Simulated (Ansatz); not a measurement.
**What Ge → Sn does to Ge**

The parent structure is Ge in the diamond structure (space group Fd-3m, No. 227; a = 5.762 Å).

Now apply this change: full substitution Ge → Sn; the structure is relaxed again.

All numbers come from PBE in Ansatz (plane waves to 420 eV, PAW, no spin-orbit coupling), earlier PAW set. Γ-centred 12×12×12 mesh, Fermi–Dirac width 0.05 eV, for the changed cell.

```yaml
volume_per_atom: 36.85 Å³ (base 23.92 Å³)
density: 5.35 g/cm³ (base 5.04 g/cm³)
lattice_parameter_a: 6.656 Å (base 5.762 Å)
space_group: Fd-3m (No. 227) (base Fd-3m (No. 227))
band_gap: zero (base zero)
```

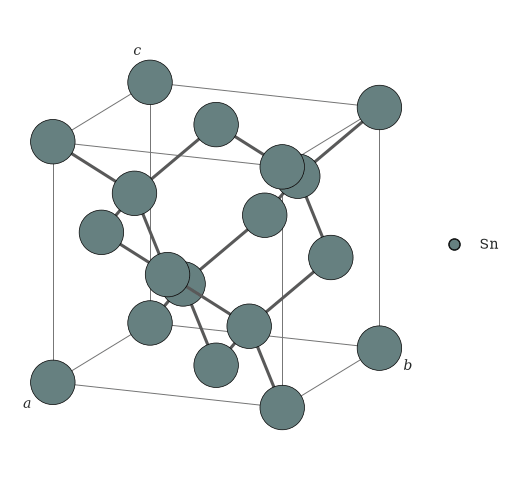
Figure. The relaxed conventional cell after the change

Stability against distortions was not tested. A zero or small gap of Ge can be the functional's error rather than a property of the material.

Ansatz is an electronic-structure program.
